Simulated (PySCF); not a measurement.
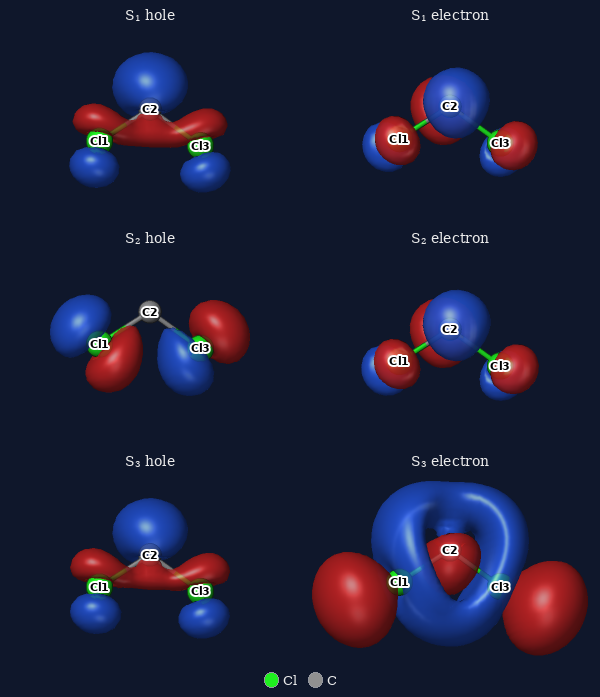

Figure. CCl2, SMILES `Cl[C]Cl`. Leading natural transition orbitals (full linear response singlet states).

Level of theory: BHandHLYP/aug-cc-pVDZ (PySCF), at a geometry from GFN2-xTB. No frequency check shows the geometry to be a minimum. GFN2-xTB bond lengths at metals and heavier atoms can be off by up to 0.1 Å and shapes distorted, which carries into these values.

The calculation's input:

```python
import numpy as np
from pyscf import gto, scf, dft, tdscf
from pyscf.scf import atom_ks, atom_hf
from scipy.linalg import block_diag

def solve(mol, dm0=None, hcore=None):
    mf = (dft.UKS if mol.spin else dft.RKS)(mol, xc='bhandhlyp')
    mf.grids.level = 3
    mf = mf.density_fit(auxbasis='def2-universal-jkfit')
    mf.conv_tol, mf.max_cycle = 1e-8, 80
    if hcore is not None:
        mf.get_hcore = lambda *args: hcore
    mf.kernel(dm0)
    if not mf.converged:
        mf = mf.newton().run(mf.mo_coeff, mf.mo_occ, max_cycle=30)
    assert mf.converged, 'SCF not converged'
    return mf

mol = gto.M(atom='''
Cl     1.39378     0.13861     0.00000
C     -0.00010    -0.78551     0.00000
Cl    -1.39375     0.13863     0.00000
''', basis='aug-cc-pvdz', charge=0, spin=0, verbose=4)
mf = solve(mol)
td = mf.TDDFT()
td.nstates, td.singlet, td.conv_tol = 6, True, 1e-5
td.kernel()
td.analyze()
x, y = np.array([p[0] for p in td.xy]), np.array([p[1] + 0 * p[0] for p in td.xy])
f, mu = td.oscillator_strength(), td.transition_dipole()
nto = [td.get_nto(state=i + 1, verbose=4) for i in range(len(td.e))]
# spherically averaged free atoms, for the promolecule
atm = atom_ks.get_atm_nrks(mol, xc='bhandhlyp')
pro = block_diag(*[(atm[a[0]][2] * atm[a[0]][3]) @ atm[a[0]][2].T for a in mol._atom])
np.savez('result.npz', e=td.e, f=f, ok=td.converged, w=[n[0] for n in nto], nto=[n[1] for n in nto], x=x, y=y, c=mf.mo_coeff, occ=mf.mo_occ, eps=mf.mo_energy, pro=pro, mu=mu)
```

Run with:

```sh
OMP_NUM_THREADS=1 python input.py
```

The run took 69 s on 1 thread of Intel(R) Xeon(R) Platinum 8488C (Sapphire Rapids), on a shared host, peak memory 0.42 GiB.

Describe these excited states.

By state:
- S₁: 2.25 eV (552 nm), f = 0.002 (very weak); the leading pair carries 100 %; hole on C2 (59 %) and Cl1 and Cl3 (20 % each), electron on C2 (60 %) and Cl1 and Cl3 (20 % each); their centroids lie 0.2 Å apart.
- S₂: 5.16 eV (240 nm), f = 0.000 (dark); the leading pair carries 100 %; hole on Cl1 and Cl3 (48 % each), electron on C2 (58 %) and Cl1 and Cl3 (21 % each); their centroids lie 0.5 Å apart.
- S₃: 6.06 eV (205 nm), f = 0.021, partly diffuse acceptor orbital; the leading pair carries 97 %; hole on C2 (56 %) and Cl1 and Cl3 (22 % each), electron on C2 (34 %) and Cl1 and Cl3 (33 % each) (atom shares of so diffuse an orbital are rough); their centroids lie 0.5 Å apart.
